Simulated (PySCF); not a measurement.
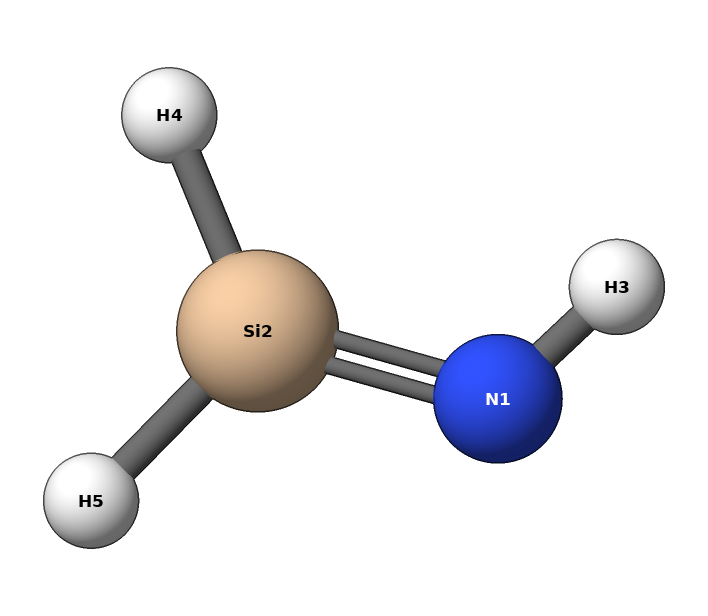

The questions are on isotropic NMR shieldings of the H atoms. The computed structure is the end point of a PBE0-D3(BJ)/def2-SVP optimisation. No frequency run is at hand to confirm it as a minimum. Method: GIAO PBE0/pcSseg-1 NMR shielding, non-relativistic, gas phase (PySCF 2.14.0).

List the isotropic NMR shieldings of the H atoms.

```csv
atom,σ (ppm)
H3,19.74
H4,24.71
H5,25.70
```
